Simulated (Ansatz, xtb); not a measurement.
GeH4 (SMILES [GeH4]) and CH3I (SMILES CI) are pulled apart as rigid monomers along the line of their centres of mass, from the B3LYP-D3(BJ)/def2-TZVP minimum. Starting geometry (charge 0, multiplicity 1):
```xyz
10

Ge     0.174     0.263     0.112
H     -1.036    -0.496     0.676
H     -0.028     0.482    -1.397
H      1.453    -0.547     0.349
H      0.284     1.629     0.807
C     -1.439     1.131     3.677
I      0.282    -0.062     4.189
H     -2.057     0.537     3.015
H     -1.955     1.368     4.600
H     -1.075     2.024     3.182
```

Interaction energies with rigid monomers; basis-set methods are counterpoise corrected unless marked otherwise.

The values were computed with Ansatz (Gaussian orbitals); xtb for the GFN methods. Each number belongs to the level named beside it. In def2 rows elements past Kr take small-core potentials, without spin–orbit coupling.

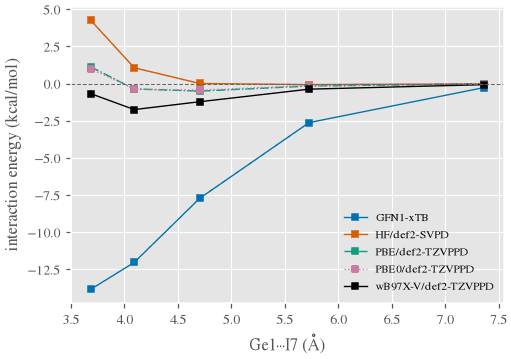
Fig. 1. Interaction energy against separation

Which level binds most strongly at Ge1···I7 = 4.09, and by how much?

GFN1-xTB, -12.0 kcal/mol.

Ansatz is a program for electronic structure.
